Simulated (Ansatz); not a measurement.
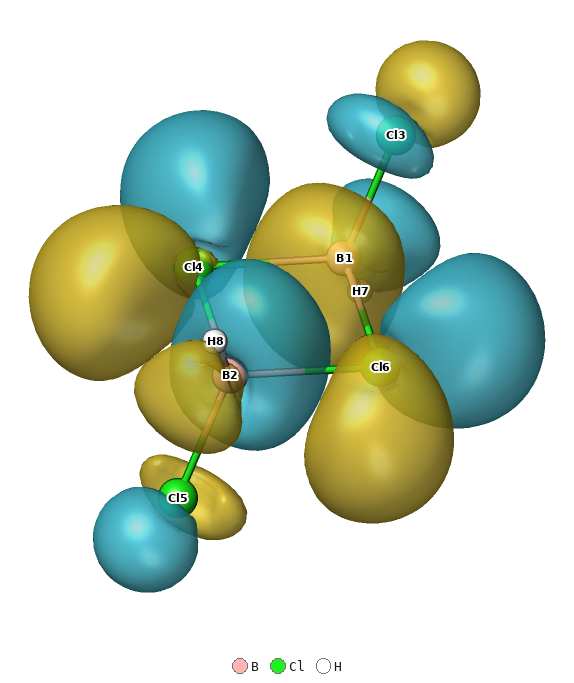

*B2Cl4H2 (SMILES Cl[BH-]1[Cl+][BH-](Cl)[Cl+]1). One frontier orbital at ±0.06 Å⁻³ᐟ² (yellow and cyan are the two phases), seen at an oblique angle.*

Geometry: PBE0-D4/def2-SVP.

Computed with Ansatz, isolated molecule in a Gaussian basis; Kohn-Sham density functional theory, functional PBE0.

```xyz
8

B     1.0158    0.3457    0.8196
B    -1.0148   -0.3452   -0.8194
Cl    0.8554    0.3713    2.5773
Cl   -0.4162    1.3750   -0.0632
Cl   -0.8695   -0.3760   -2.5783
Cl    0.4241   -1.3727    0.0540
H     2.0640    0.6449    0.3225
H    -2.0588   -0.6430   -0.3126
```

Which orbital is it: HOMO or LUMO?

The LUMO, at −1.18 eV. By Hirshfeld shares it lies mainly on Cl4 (about 25 %), Cl6 (about 25 %), B2 (about 20 %) and B1 (about 20 %); it is ungerade (odd under inversion).
